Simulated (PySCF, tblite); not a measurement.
# C7H11N: dynamics, then NMR shifts on frames, part 1 of 2

How do NMR shifts of C7H11N (`C=N[C@@H]1C[C@@]12C[C@H]2C`) change as the atoms move?

Programs: tblite 0.8.0 and PySCF 2.14.0, with density-fitted response routines of our own. Each step states its level of theory. These are calculated values for one molecule in the gas phase, unless marked as measured. Atoms count from 0, in the outputs and in this text.

### 1 Starting geometry

19 atoms, charge 0, multiplicity 1; geometry from: GFN2-xTB.

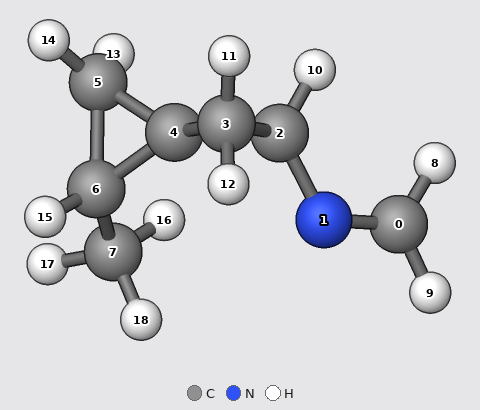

The starting geometry (carbon grey, nitrogen blue, hydrogen white), atoms numbered.

### 2 Dynamics with GFN2-xTB

The job: settings as JSON, then the geometry in Å.

```
{"job": {"kind": "md", "xc": "GFN2-xTB", "basis": "xTB", "temperature": 200, "steps": 2000, "every": 50, "frames": 5}, "charge": 0, "multiplicity": 1}
C      2.371622    -1.612523     0.098036
N      1.581005    -0.769284     0.584239
C      1.197062     0.359327    -0.148169
C      0.901779     1.622439     0.655538
C     -0.195637     0.859080     0.041487
C     -1.359856     1.107884    -0.839079
C     -1.505079     0.291389     0.429638
C     -1.740751    -1.195819     0.350454
H      2.818302    -1.540091    -0.900942
H      2.636082    -2.472141     0.694532
H      1.649982     0.487647    -1.137697
H      1.198520     2.569010     0.227383
H      1.033751     1.549359     1.724530
H     -1.407091     0.586995    -1.784968
H     -1.781444     2.102759    -0.869603
H     -2.016392     0.772783     1.256557
H     -1.214621    -1.619829    -0.501255
H     -2.803498    -1.408937     0.247542
H     -1.373539    -1.680798     1.252583
```

With the program's defaults for keys left out, this is: GFN2-xTB Langevin dynamics, gas phase.

Started as:

```console
$ OMP_NUM_THREADS=1 python probes_run.py task.json out
```

The driver reads the jobs from task.json and runs them one after another.

Output:

```text
t/fs     T/K      E/eV
    0.0   162.5   -637.79601
   25.0    64.3   -637.47271
   50.0   157.4   -637.53362
   75.0   119.4   -637.45148
  100.0   200.2   -637.52672
  125.0   194.0   -637.43619
  150.0   185.3   -637.36655
  175.0   208.2   -637.44677
  200.0   191.4   -637.43142
  225.0   150.9   -637.29009
  250.0   186.2   -637.41473
  275.0   203.4   -637.48995
  300.0   167.7   -637.47304
  325.0   155.9   -637.38487
  350.0   209.8   -637.46250
  375.0   207.8   -637.38392
  400.0   190.7   -637.29130
  425.0   167.6   -637.40985
  450.0   201.6   -637.39290
  475.0   252.9   -637.47109
  500.0   207.6   -637.35851
  525.0   234.0   -637.46061
  550.0   217.6   -637.37198
  575.0   185.1   -637.27947
  600.0   258.8   -637.35117
  625.0   226.5   -637.32559
  650.0   276.3   -637.40324
  675.0   215.9   -637.11585
  700.0   216.5   -637.29065
  725.0   212.1   -637.39564
  750.0   228.1   -637.45934
  775.0   183.6   -637.43088
  800.0   183.0   -637.36880
  825.0   180.6   -637.43563
  850.0   174.5   -637.41094
  875.0   178.7   -637.37535
  900.0   214.4   -637.39978
  925.0   216.9   -637.44863
  950.0   209.2   -637.32518
  975.0   149.5   -637.21116
 1000.0   198.0   -637.29331
```

Wall time 40 s (1 thread of Intel Xeon at 2.50GHz, shared host).

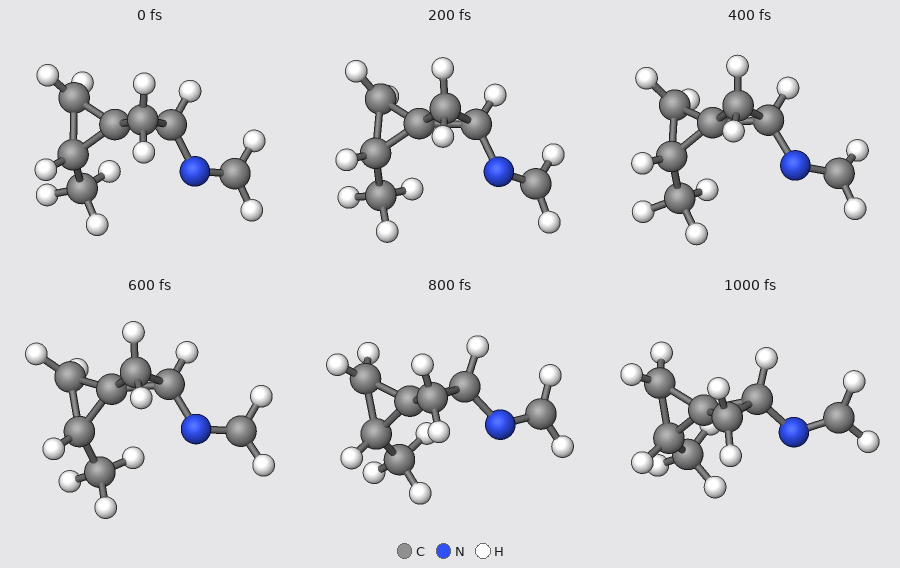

Frames of the run.

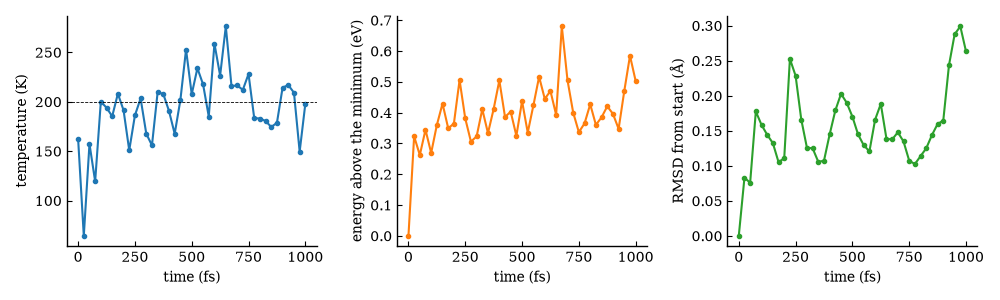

Temperature, potential energy and distance from the start.

Positions (Å) and forces (eV/Å) at 1000 fs:

```xyz
19

C     3.343   -0.451   -0.207    0.748   -1.012   -0.244
N     2.168   -0.343    0.204    0.638   -1.035   -0.121
C     1.473    0.795   -0.106    0.285    0.877   -0.740
C     1.030    1.598    1.091   -1.228    1.040   -0.327
C     0.050    0.930    0.172   -0.959   -0.125    0.167
C    -1.156    1.307   -0.627    0.598    0.165    1.383
C    -1.188    0.083    0.269    0.416    2.497    1.342
C    -1.159   -1.262   -0.254    1.437   -2.225   -0.558
H     3.929    0.254   -0.797   -0.311    0.424   -0.152
H     3.882   -1.384   -0.062   -0.169    0.055    0.386
H     1.812    1.371   -0.993    0.205   -0.059    0.381
H     1.129    2.693    1.007   -0.015   -0.625    0.289
H     1.105    1.176    2.085    0.255    0.089   -0.211
H    -1.226    1.308   -1.668    0.329   -0.606   -1.389
H    -1.610    2.196   -0.264   -0.703    0.559    0.463
H    -1.758    0.290    1.192    0.179   -0.521   -0.348
H    -0.635   -1.270   -1.224   -0.405    0.005    0.175
H    -2.139   -1.670   -0.351   -0.663   -0.336   -0.225
H    -0.551   -1.982    0.370   -0.637    0.833   -0.272
```

### 3 Shielding tensors: 250 fs, PBE0/pcSseg-1

The job: settings as JSON, then the geometry in Å.

```
{"job": {"kind": "nmr", "xc": "PBE0", "basis": "pcSseg-1", "pop": false}, "charge": 0, "multiplicity": 1}
C      2.276000    -2.051200     0.413900
N      1.604300    -1.036600     0.772500
C      1.078900    -0.162000    -0.140200
C      0.827200     1.267700     0.250500
C     -0.274700     0.327300    -0.012800
C     -1.394600     0.317000    -1.011300
C     -1.575100    -0.189800     0.419800
C     -1.784500    -1.636300     0.642100
H      2.516000    -2.224300    -0.643800
H      2.543500    -2.735100     1.179300
H      1.493700    -0.372200    -1.166600
H      1.076700     2.038900    -0.476500
H      1.167500     1.531900     1.279700
H     -1.286700    -0.372500    -1.824800
H     -1.804800     1.314400    -1.260500
H     -2.188000     0.414800     1.144500
H     -0.921600    -2.195800     0.270700
H     -2.673600    -2.052300     0.180300
H     -1.855700    -1.841600     1.688800
```

Level: GIAO PBE0/pcSseg-1 NMR shielding, non-relativistic, gas phase.

Output:

```text
coarse grid: 15488 points
cycle   1  E = -327.4780101789  dE =  1.396e+00  |g| = 4.192e-01  |ddm| = 3.921e+00
cycle   2  E = -327.4439739110  dE =  3.404e-02  |g| = 5.799e-01  |ddm| = 1.025e+00
cycle   3  E = -327.5245805701  dE = -8.061e-02  |g| = 1.324e-01  |ddm| = 6.411e-01
cycle   4  E = -327.5282119915  dE = -3.631e-03  |g| = 3.675e-02  |ddm| = 1.179e-01
cycle   5  E = -327.5284987856  dE = -2.868e-04  |g| = 9.530e-03  |ddm| = 4.002e-02
cycle   6  E = -327.5285195603  dE = -2.077e-05  |g| = 2.561e-03  |ddm| = 1.261e-02
cycle   7  E = -327.5285210453  dE = -1.485e-06  |g| = 4.788e-04  |ddm| = 2.677e-03
final grid: 148544 points
cycle   8  E = -327.5744362157  dE = -4.303e-05  |g| = 8.100e-03  |ddm| = 4.046e-02
cycle   9  E = -327.5744277443  dE =  8.471e-06  |g| = 1.008e-02  |ddm| = 1.802e-02
cycle  10  E = -327.5744524835  dE = -2.474e-05  |g| = 2.288e-03  |ddm| = 1.096e-02
cycle  11  E = -327.5744536685  dE = -1.185e-06  |g| = 2.974e-04  |ddm| = 1.881e-03
cycle  12  E = -327.5744536833  dE = -1.484e-08  |g| = 1.364e-04  |ddm| = 3.930e-04
cycle  13  E = -327.5744536877  dE = -4.379e-09  |g| = 2.219e-05  |ddm| = 1.506e-04
cycle  14  E = -327.5744536878  dE = -1.025e-10  |g| = 5.778e-06  |ddm| = 2.824e-05
converged SCF energy = -327.5744536878

GIAO shielding tensors (ppm)
atom      isotropic    diamagn.    paramagn.     s11        s22        s33       span
  0 C       32.154     256.281    -224.127    -75.067     53.702    117.827    192.894
  1 N     -169.695     328.103    -497.798   -570.435   -190.648    251.998    822.433
  2 C      128.371     250.454    -122.084     89.259    105.761    190.091    100.832
  3 C      162.620     250.595     -87.975    136.033    159.665    192.162     56.129
  4 C      159.389     252.035     -92.646    100.957    181.968    195.243     94.285
  5 C      168.970     253.755     -84.785    143.141    159.557    204.213     61.072
  6 C      163.096     249.818     -86.721    134.670    161.591    193.028     58.358
  7 C      171.386     246.778     -75.392    160.851    162.317    190.990     30.139
  8 H       23.627      31.180      -7.553     19.136     24.718     27.027      7.891
  9 H       24.704      29.770      -5.066     22.621     23.324     28.166      5.546
 10 H       28.089      33.123      -5.035     23.588     27.136     33.542      9.954
 11 H       29.944      31.315      -1.372     24.082     27.345     38.403     14.321
 12 H       29.162      30.108      -0.946     23.337     26.877     37.272     13.935
 13 H       31.609      33.010      -1.401     25.790     29.724     39.313     13.524
 14 H       30.406      31.110      -0.703     24.695     27.072     39.452     14.757
 15 H       28.740      30.084      -1.344     21.986     27.107     37.128     15.142
 16 H       31.096      31.414      -0.318     24.438     32.068     36.782     12.344
 17 H       30.519      28.357       2.162     25.580     27.902     38.075     12.495
 18 H       30.779      29.884       0.896     26.345     27.667     38.325     11.980
```

It took 1.7 min on 1 thread of Intel Xeon at 2.50GHz, shared host; peak memory 0.86 GiB.

Shifts follow as δ = σ(reference) − σ, with reference shieldings (ppm) from runs at the same level and on the same kind of geometry: 1H TMS 31.72, 13C TMS 186.9, 15N NH3 267.7. The references are single molecules in the gas phase, so shifts against H2O, NH3, PH3, H3PO4 or CFCl3 are not on the usual liquid scales and can be off by tens of ppm. Each atom is listed at this fixed geometry, with no averaging over motion; a spectrum would average atoms that exchange fast.

```tsv
atoms	environment	σ (ppm)	δ (ppm)
C0	C=N carbon	32.2	154.8
C2	three-membered-ring carbon	128.4	58.6
C4	three-membered-ring carbon	159.4	27.5
C3	three-membered-ring carbon	162.6	24.3
C6	three-membered-ring carbon	163.1	23.8
C5	three-membered-ring carbon	169.0	18.0
C7	methyl carbon	171.4	15.5
H8	hydrogen on a C=N carbon	23.63	8.09
H9	hydrogen on a C=N carbon	24.70	7.01
H10	hydrogen on a three-membered-ring carbon	28.09	3.63
H15	hydrogen on a three-membered-ring carbon	28.74	2.98
H12	hydrogen on a three-membered-ring carbon	29.16	2.55
H11	hydrogen on a three-membered-ring carbon	29.94	1.77
H14	hydrogen on a three-membered-ring carbon	30.41	1.31
H17	hydrogen on a methyl carbon	30.52	1.20
H18	hydrogen on a methyl carbon	30.78	0.94
H16	hydrogen on a methyl carbon	31.10	0.62
H13	hydrogen on a three-membered-ring carbon	31.61	0.11
N1	imine nitrogen	-169.7	437.4
```

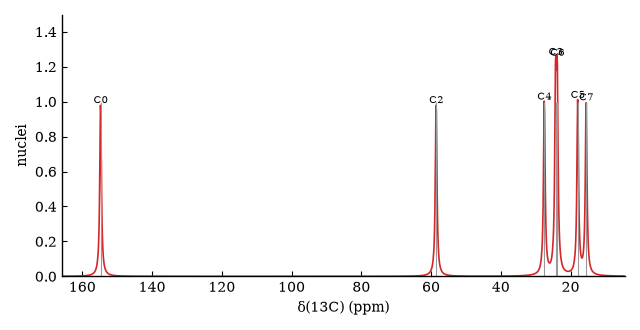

13C lines at the computed shifts, without couplings. Lines are broadened to a width of 0.56 ppm (Lorentzian).

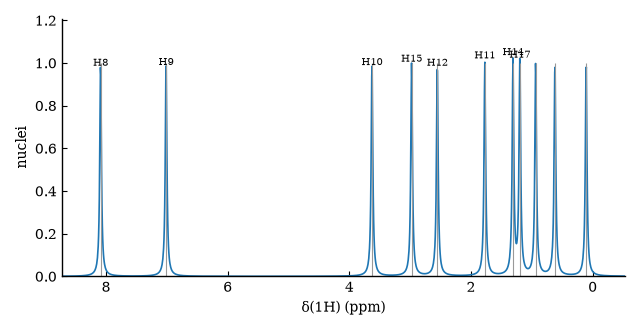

1H lines at the computed shifts, without couplings. Lines are broadened to a width of 0.03 ppm (Lorentzian).

Ring of atoms C2, C3, C4: NICS(0) -36.7, NICS(1) -5.3, NICS(1)zz -17.8 ppm (means of both faces; NICS(1) differs between them: -6.5 and -4.1).

In rings of three or four atoms NICS is ruled by the nearby σ bonds, so it says little on aromaticity.

Ring of atoms C4, C5, C6: NICS(0) -39.9, NICS(1) -7.0, NICS(1)zz -19.1 ppm (means of both faces).

In rings of three or four atoms NICS is ruled by the nearby σ bonds, so it says little on aromaticity.

The fields below are evaluated on a grid from the run's orbitals.

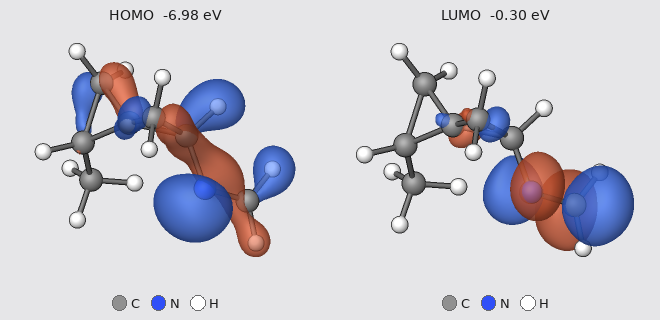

Frontier orbitals at PBE0/pcSseg-1; each surface holds 70 % of the orbital's density, blue and red mark the sign.

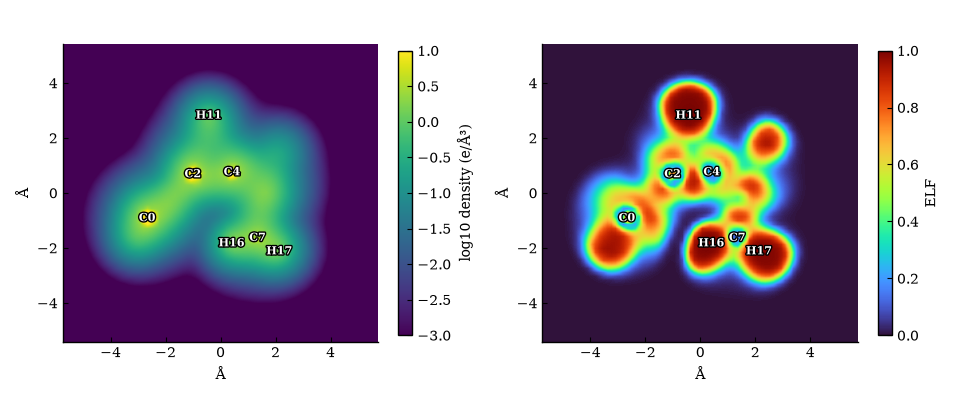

Density (left) and ELF (right) in a plane through or near 7 of the atoms.

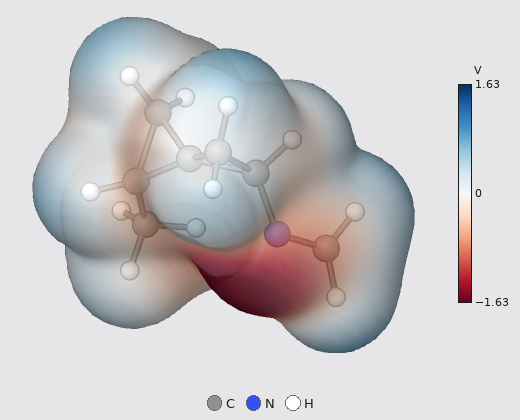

Electrostatic potential on the surface of density 0.002 e/bohr³; red is low, blue high. It runs, from the 1st to the 99th percentile, from -1.63 V near N1 to 0.75 V near H9.

### 4 NMR shieldings: 425 fs, PBE0/pcSseg-1

The job: settings as JSON, then the geometry in Å.

```
{"job": {"kind": "nmr", "xc": "PBE0", "basis": "pcSseg-1", "pop": false}, "charge": 0, "multiplicity": 1}
C      2.746000    -1.862100     0.658000
N      1.850100    -1.062100     0.982000
C      1.230800    -0.326700    -0.072500
C      0.772700     1.103900     0.313500
C     -0.193000     0.059400     0.031500
C     -1.409200     0.046800    -0.783900
C     -1.436800    -0.430000     0.654000
C     -1.720200    -1.885800     0.939200
H      3.123300    -1.997400    -0.337600
H      3.253400    -2.417400     1.460300
H      1.615500    -0.578500    -1.118100
H      0.851600     1.922200    -0.341600
H      0.898100     1.414400     1.351900
H     -1.494700    -0.798900    -1.474000
H     -1.774300     1.013100    -1.066300
H     -1.805700     0.258300     1.370400
H     -1.204500    -2.495300     0.198300
H     -2.757200    -2.107800     0.961300
H     -1.267600    -2.276000     1.862400
```

Level: GIAO PBE0/pcSseg-1 NMR shielding, non-relativistic, gas phase.

Output:

```text
coarse grid: 15488 points
cycle   1  E = -327.4786165105  dE =  1.359e+00  |g| = 4.215e-01  |ddm| = 3.909e+00
cycle   2  E = -327.4551941804  dE =  2.342e-02  |g| = 5.429e-01  |ddm| = 1.002e+00
cycle   3  E = -327.5264112057  dE = -7.122e-02  |g| = 1.149e-01  |ddm| = 5.937e-01
cycle   4  E = -327.5289312674  dE = -2.520e-03  |g| = 4.045e-02  |ddm| = 1.036e-01
cycle   5  E = -327.5292739343  dE = -3.427e-04  |g| = 1.052e-02  |ddm| = 4.207e-02
cycle   6  E = -327.5292998556  dE = -2.592e-05  |g| = 2.321e-03  |ddm| = 1.278e-02
cycle   7  E = -327.5293010560  dE = -1.200e-06  |g| = 4.089e-04  |ddm| = 2.471e-03
final grid: 148544 points
cycle   8  E = -327.5764460508  dE = -4.669e-05  |g| = 8.314e-03  |ddm| = 3.761e-02
cycle   9  E = -327.5764406789  dE =  5.372e-06  |g| = 9.592e-03  |ddm| = 1.775e-02
cycle  10  E = -327.5764637700  dE = -2.309e-05  |g| = 1.871e-03  |ddm| = 1.035e-02
cycle  11  E = -327.5764645452  dE = -7.752e-07  |g| = 2.996e-04  |ddm| = 1.591e-03
cycle  12  E = -327.5764645604  dE = -1.518e-08  |g| = 1.347e-04  |ddm| = 3.541e-04
cycle  13  E = -327.5764645646  dE = -4.262e-09  |g| = 1.902e-05  |ddm| = 1.478e-04
cycle  14  E = -327.5764645647  dE = -7.356e-11  |g| = 5.889e-06  |ddm| = 2.458e-05
converged SCF energy = -327.5764645647

GIAO shielding tensors (ppm)
atom      isotropic    diamagn.    paramagn.     s11        s22        s33       span
  0 C       34.813     252.534    -217.721    -67.886     53.922    118.401    186.287
  1 N     -140.688     326.224    -466.912   -482.108   -175.329    235.372    717.481
  2 C      124.584     251.969    -127.384     82.741     98.319    192.693    109.952
  3 C      164.942     251.522     -86.580    135.480    165.544    193.802     58.322
  4 C      160.409     252.796     -92.386    103.355    183.169    194.705     91.350
  5 C      167.689     252.683     -84.995    146.332    160.049    196.685     50.353
  6 C      170.407     252.186     -81.779    143.368    164.952    202.900     59.532
  7 C      170.286     245.744     -75.458    152.373    165.144    193.340     40.966
  8 H       24.077      31.058      -6.981     20.411     24.458     27.362      6.951
  9 H       24.467      27.545      -3.078     22.561     23.136     27.703      5.141
 10 H       27.610      32.927      -5.317     22.965     26.800     33.065     10.100
 11 H       31.193      33.151      -1.958     25.645     28.364     39.569     13.924
 12 H       30.153      31.549      -1.396     24.082     27.929     38.447     14.366
 13 H       30.953      32.078      -1.125     25.327     28.754     38.778     13.451
 14 H       30.953      32.282      -1.329     24.862     27.978     40.019     15.156
 15 H       31.087      32.999      -1.912     23.562     29.593     40.105     16.544
 16 H       31.514      30.988       0.526     27.010     30.124     37.408     10.398
 17 H       30.827      28.367       2.460     25.749     27.853     38.880     13.131
 18 H       29.996      29.006       0.991     25.048     27.697     37.244     12.196
```

Run time: 78 s. Hardware: 1 thread of Intel Xeon at 2.50GHz, shared host; peak memory 0.87 GiB.

This run: δ C0 152.1, C2 62.3, C4 26.5, C3 22.0, H8 7.64, H9 7.25 ppm.

### 5 NMR shieldings: 625 fs, PBE0/pcSseg-1

The job: settings as JSON, then the geometry in Å.

```
{"job": {"kind": "nmr", "xc": "PBE0", "basis": "pcSseg-1", "pop": false}, "charge": 0, "multiplicity": 1}
C      2.996600    -1.282400     0.467200
N      1.995200    -0.618000     0.854700
C      1.404800     0.309300     0.063800
C      0.909900     1.721900     0.636800
C     -0.029900     0.618600     0.250100
C     -1.368200     0.514400    -0.415100
C     -1.130200    -0.158400     0.901000
C     -0.966800    -1.649300     0.895300
H      3.577100    -1.153400    -0.437000
H      3.335100    -2.044500     1.116900
H      1.870600     0.405200    -0.930900
H      1.061200     2.542500     0.006600
H      1.131200     1.804200     1.665100
H     -1.502200    -0.102100    -1.283400
H     -1.953300     1.393100    -0.455400
H     -1.490000     0.228900     1.827600
H     -0.289700    -1.811800     0.114100
H     -1.904000    -2.140300     0.680700
H     -0.609900    -1.971900     1.862900
```

Method: GIAO PBE0/pcSseg-1 NMR shielding, non-relativistic, gas phase.

Output:

```text
coarse grid: 15488 points
cycle   1  E = -327.4709090329  dE =  1.404e+00  |g| = 4.191e-01  |ddm| = 3.933e+00
cycle   2  E = -327.4466824546  dE =  2.423e-02  |g| = 5.452e-01  |ddm| = 9.902e-01
cycle   3  E = -327.5171811417  dE = -7.050e-02  |g| = 1.277e-01  |ddm| = 6.058e-01
cycle   4  E = -327.5204688046  dE = -3.288e-03  |g| = 3.853e-02  |ddm| = 1.165e-01
cycle   5  E = -327.5207830427  dE = -3.142e-04  |g| = 1.031e-02  |ddm| = 4.191e-02
cycle   6  E = -327.5208082313  dE = -2.519e-05  |g| = 2.246e-03  |ddm| = 1.276e-02
cycle   7  E = -327.5208093723  dE = -1.141e-06  |g| = 4.268e-04  |ddm| = 2.628e-03
final grid: 148544 points
cycle   8  E = -327.5676832562  dE = -5.820e-05  |g| = 8.843e-03  |ddm| = 4.236e-02
cycle   9  E = -327.5676765426  dE =  6.714e-06  |g| = 1.037e-02  |ddm| = 1.910e-02
cycle  10  E = -327.5677024037  dE = -2.586e-05  |g| = 2.462e-03  |ddm| = 1.142e-02
cycle  11  E = -327.5677037638  dE = -1.360e-06  |g| = 3.017e-04  |ddm| = 2.056e-03
cycle  12  E = -327.5677037791  dE = -1.527e-08  |g| = 1.413e-04  |ddm| = 3.896e-04
cycle  13  E = -327.5677037838  dE = -4.730e-09  |g| = 2.294e-05  |ddm| = 1.588e-04
cycle  14  E = -327.5677037839  dE = -1.165e-10  |g| = 6.078e-06  |ddm| = 3.097e-05
converged SCF energy = -327.5677037839

GIAO shielding tensors (ppm)
atom      isotropic    diamagn.    paramagn.     s11        s22        s33       span
  0 C       34.012     251.217    -217.205    -66.961     43.178    125.821    192.782
  1 N     -150.543     326.949    -477.491   -530.667   -185.776    264.816    795.483
  2 C      135.754     249.696    -113.942     96.217    113.269    197.775    101.559
  3 C      165.666     254.264     -88.598    142.068    164.941    189.988     47.919
  4 C      150.570     251.900    -101.330     88.067    164.309    199.333    111.266
  5 C      170.856     250.488     -79.632    146.901    167.129    198.538     51.637
  6 C      169.989     253.111     -83.122    139.962    165.736    204.270     64.308
  7 C      168.799     248.346     -79.546    159.220    161.040    186.138     26.918
  8 H       23.791      30.394      -6.604     20.480     24.572     26.321      5.841
  9 H       25.099      29.257      -4.158     23.213     23.554     28.531      5.318
 10 H       28.302      33.134      -4.833     23.577     26.983     34.345     10.769
 11 H       31.228      33.036      -1.807     25.897     27.601     40.187     14.289
 12 H       31.134      32.511      -1.377     24.784     29.206     39.413     14.629
 13 H       31.239      32.058      -0.819     25.551     28.957     39.210     13.659
 14 H       31.222      31.685      -0.463     25.359     27.670     40.639     15.281
 15 H       30.476      32.697      -2.221     23.773     28.520     39.136     15.362
 16 H       32.488      33.249      -0.762     26.575     33.242     37.646     11.072
 17 H       30.739      29.596       1.143     25.615     28.309     38.292     12.677
 18 H       30.279      30.326      -0.047     25.430     27.832     37.575     12.145
```

It took 79 s on 1 thread of Intel Xeon at 2.50GHz, shared host; peak memory 0.87 GiB.

This run: δ C0 152.9, C2 51.2, C4 36.4, C3 21.3, H8 7.93, H9 6.62 ppm.

(Continued in part 2 of 2.)
